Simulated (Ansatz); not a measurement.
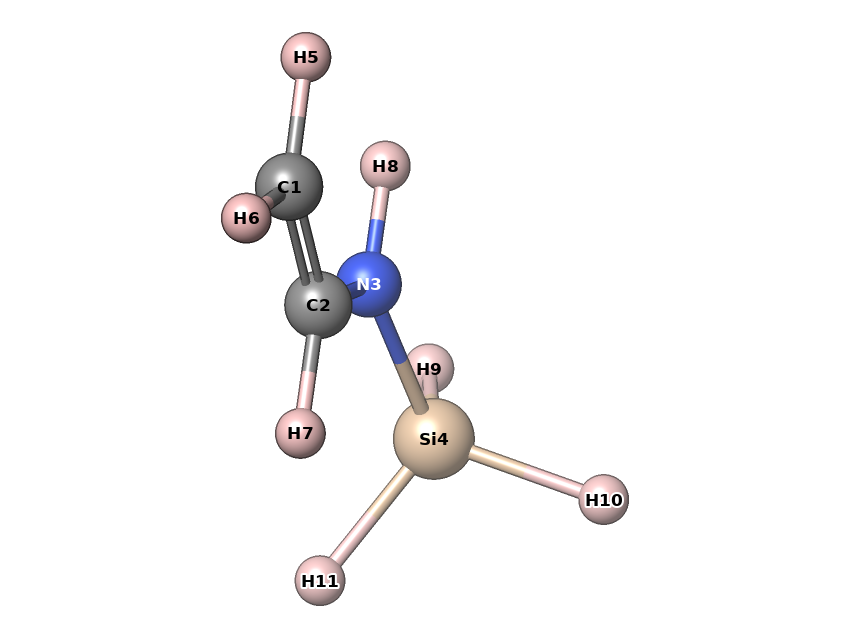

N3 lies behind C2. The molecule seen a little off the C2–N3 bond, C2 in front. Depth is shown by fading: the farther an atom, the more it takes the colour of the background. The geometry was computed by an optimisation with PBE-D4/def2-SVP. No frequency run is at hand to confirm it as a minimum.

What is the torsion angle C1–C2–N3–Si4? The sign is positive where the front bond must turn clockwise to cover the back bond.

Answer. 170°, antiperiplanar (anti).
